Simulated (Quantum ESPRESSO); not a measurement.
# Voltage at the next charge: Fe(110), 4 layers, one monolayer of F on longbridge sites against an electrode

**Set-up.** Quantum ESPRESSO 7.5, PBE, GBRV ultrasoft; ESM with bc3, a metal electrode 4.95 Å above the top atoms; cell area 5.824 Å²; ions fixed. V is the potential energy of an electron at the electrode over the slab's Fermi level, divided by e, so that it equals the work function at zero charge; positive charge removes electrons.

```
charge (e a cell)   V (V)
                0   7.647
           0.0087   8.904
           0.0175  10.176
```

One more run was made and is withheld. What is V at a charge of 0.0349 e, and what capacitance do the rows imply?

By hand: The last two rows give dV/dq = (10.176 − 8.904)/(0.0175 − 0.0087) = 144.5 V/e, so C = 1602/(5.824 × 144.5) = 1.90 µF/cm², an effective gap of 8.854/1.90 = 4.65 Å. At constant C, V = 10.176 + 144.5 × 0.0174 = 12.69 V.

What the calculation gave: V = 12.692 V; the estimate misses by 0.00 V, 0.0 % of the step. Over the three intervals C goes 1.90, 1.90 and 1.90 µF/cm².

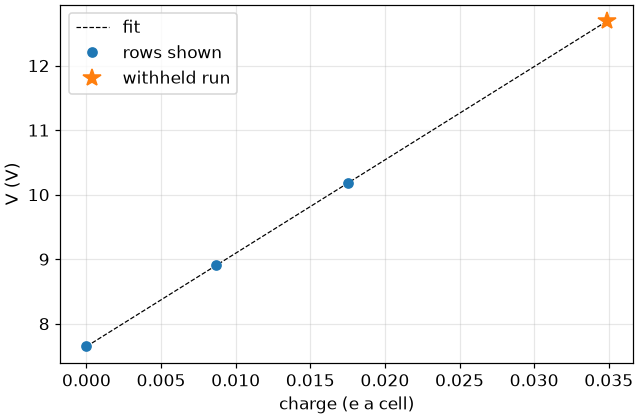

The rows shown, the fit and the withheld run.

**Limits.** Vacuum fills the gap; a dielectric or electrolyte would change C. The slab is thin.

[Logs are printed without paths, hosts, clocks, repeated set-up lines and the standing remarks that a program may print on its own settings, such as how far it seeks lower states.]
